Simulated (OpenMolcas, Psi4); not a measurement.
How methods differ on SiClOF2 (SMILES [O][Si](F)(F)Cl)

SiClOF2: 5 atoms, total charge 0, spin state doublet. SMILES: `[O][Si](F)(F)Cl`. The shape is that of a PBE0-D4/def2-TZVP optimisation.

Each level gives the vertical energy of the quartet above the doublet (eV). The values are calculated.

```csv
level,kind,program,value (eV),less CCSD(T)/def2-SVP,CPU time (all runs)
UHF/def2-SVP,Hartree–Fock,Psi4,9.39,-0.14,13 s
U-revPBE/def2-SVP,GGA,OpenMolcas,7.88,-1.65,79 s
UBLYP/def2-SVP,GGA,OpenMolcas,8.02,-1.51,92 s
UPBE/def2-SVP,GGA,OpenMolcas,8.06,-1.47,94 s
UM06-L/def2-SVP,meta-GGA,OpenMolcas,8.73,-0.80,1.8 min
UB3LYP/def2-SVP,global hybrid,OpenMolcas,8.63,-0.90,82 s
UPBE0/def2-SVP,global hybrid,OpenMolcas,8.77,-0.76,93 s
ROCCSD(T)/def2-SVP,coupled cluster or CI,OpenMolcas,9.53,0.00,2.8 min
```

ROCCSD(T)/def2-SVP is the highest level here, not the true value. The values span 7.88 to 9.53 eV. CPU times are rough (shared hosts, several kinds of processor): they show what a rung costs within a factor of a few.

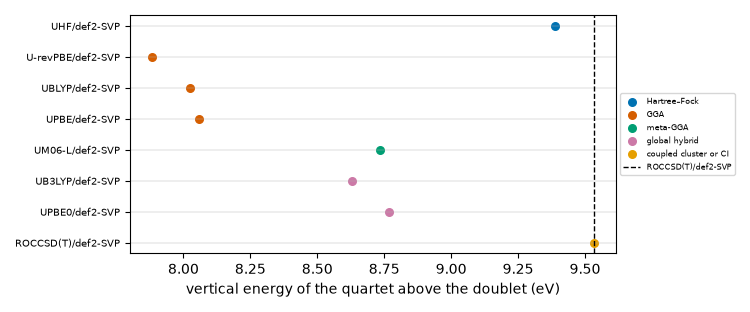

The values of the table, level by level.
